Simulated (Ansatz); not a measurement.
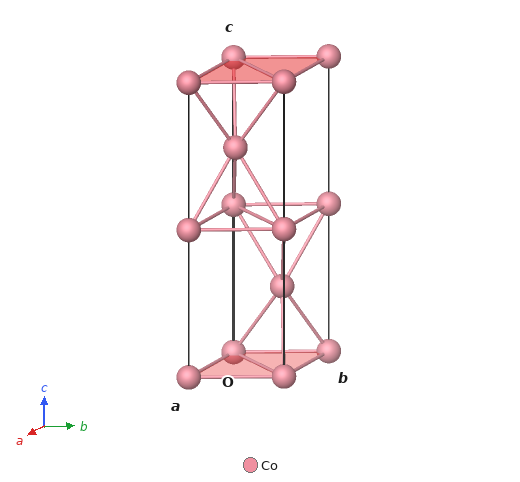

For Co, coordinates from a relaxation with DFT PBE+D3(BJ), scalar-relativistic, plane waves, PAW in Ansatz 0.2.0: every member of one family of equally spaced planes, hx + ky + lz = a whole number, that cuts the unit cell is shaded (one member passes through the origin O). Geometry calculated from the standardised cell; symmetry tolerance 0.002 Å.

a = 2.469 Å, b = 2.469 Å, c = 8.010 Å, α = 90.00°, β = 90.00°, γ = 120.00°.

Question: What are the Miller indices?

Answer: (0 0 1), in four indices (0 0 0 1); the opposite sign names the same planes. The member next to the origin meets the axes a never, b never, c at 1.

Question: What is the spacing?

Answer: d = 8.010 Å.

Question: Which atoms of the cell lie in these planes (within 0.03 Å)?

Answer: 1 of the 4 Co.
